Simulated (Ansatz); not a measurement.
Base system: MgS in the rock salt structure (space group Fm-3m, No. 225; a = 5.203 Å). Axes: x, y, z lie along the cube axes.

One thing is altered: the cell is stretched by 2.50 % along z with no lateral relaxation, atoms relaxed at fixed cell.

Calculations: r2SCAN (Ansatz, a quantum-chemistry and plane-wave program; PAW; 500 eV plane waves; spin-orbit coupling left out).

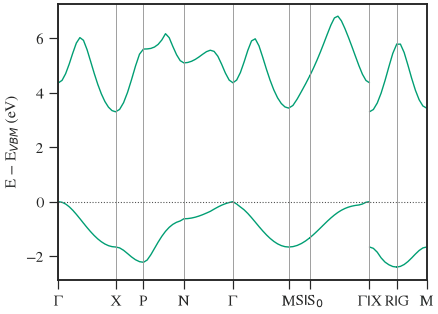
Figure. Highest valence and lowest conduction band along the path of the changed cell's own zone

Problem. From the figure, how large is the changed gap, and is it direct?

Solution. About 3.3 eV, indirect, Γ → X.

The cells carry an imposed strain or load. Stability against distortions was not tested. Labels are those of the standard path for the cell's own space group.
